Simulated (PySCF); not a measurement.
**CH2O, SMILES `C=O`: what the electrons do**

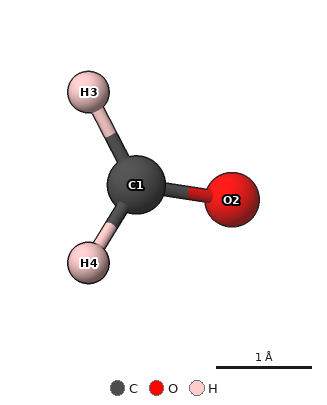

The molecule, with its atoms numbered as below. No frequency check shows the geometry to be a minimum.

Cartesian coordinates (Å):

```
C1       0.5213    0.0000    0.0000
O2      -0.6707    0.0000    0.0000
H3       1.1189   -0.9273    0.0000
H4       1.1189    0.9272    0.0000
```

Part 1: Excited states

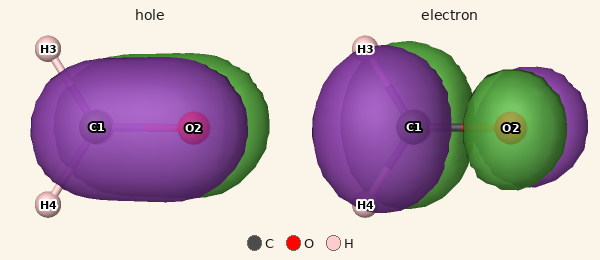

Leading natural transition orbital pair of T₂ (full linear response triplet states); the surfaces enclose about 85 % of each orbital's density.

Level of theory: ωB97X/def2-SVPD (PySCF), at a geometry from GFN2-xTB.

What kind of excitation is it, and where does it lie?

Answer. 5.77 eV (215 nm), spin-forbidden from the singlet ground state, π → π*; the leading pair carries 100 %; hole on O2 (62 %) and C1 (34 %), electron on C1 (51 %), O2 (37 %) and H3 and H4 (6 % each); their centroids lie 0.4 Å apart. In canonical orbitals it is mainly HOMO−1 → LUMO (99 %). The HOMO–LUMO gap is 11.49 eV.

Part 2: In an electric field

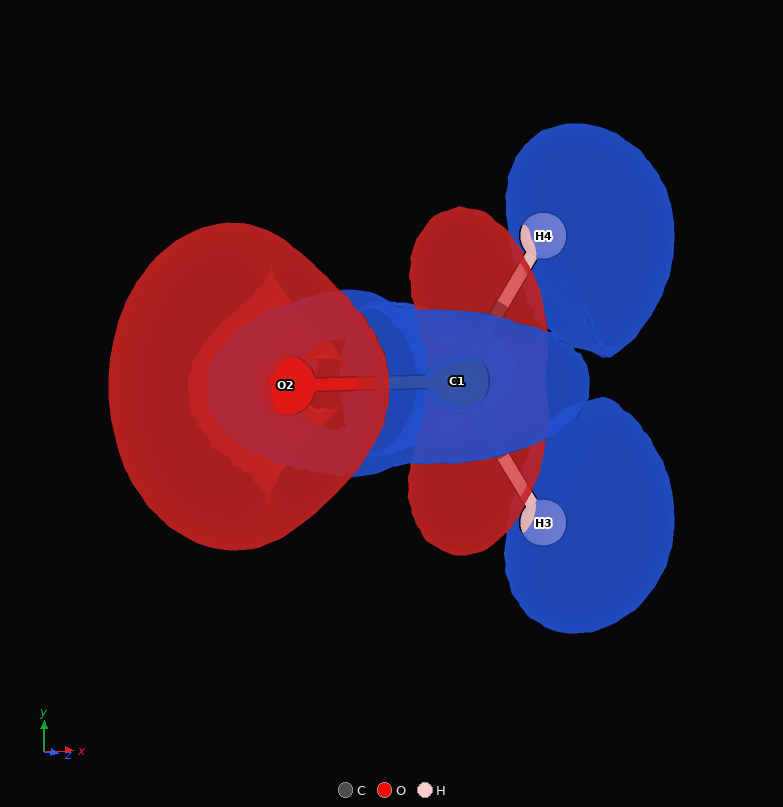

Change of the electron density in a uniform field of 0.41 V/Å, surfaces at ±0.003 e/Å³ (blue: gain, red: loss).

Computed with PySCF, CAM-B3LYP/6-311+G**, geometry: GFN2-xTB. The basis has diffuse s and p functions alone, which still leaves polarisabilities too small, most of all across bonds.

The field was applied in both directions; the picture shows the one opposite to the script's first.

Along which Cartesian direction does the field point?

Answer. Along −x: electrons gather on the +x side, against the field.

How large is the response?

Answer. The induced dipole is 0.43 D (along the field); α along this axis, from the fields in both directions, is 21 bohr³ (3.2 Å³).

Part 3: Removing or adding an electron

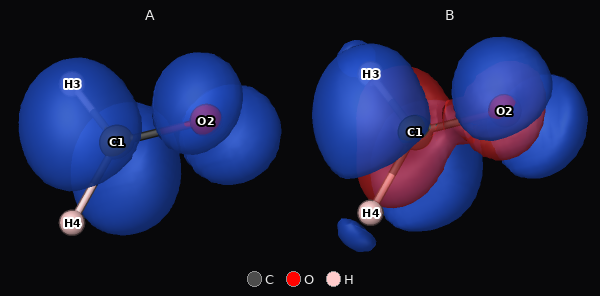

The Fukui function f⁺ from two separate SCF calculations and the density of the LUMO, at ±0.05 e/Å³ (blue positive, red negative).

Method: PBE0/cc-pVDZ; geometry: GFN2-xTB; program: PySCF.

Which panel is which, and how good is the frozen-orbital picture?

Answer. B is f⁺ (it has negative regions), A the LUMO density. The LUMO lies on C1 (50 %), O2 (36 %) and H3 and H4 (7 % each); f⁺ (Hirshfeld-condensed) is largest on C1 (0.40) and O2 (0.29); the vertical electron affinity is −2.05 eV (the stability of the anion's solution wasn't checked; negative, but this basis has no diffuse functions, so it doesn't show that the anion is unbound). Relaxation shifts 18 % of the electron between atoms. The orbital energy is −0.83 eV.
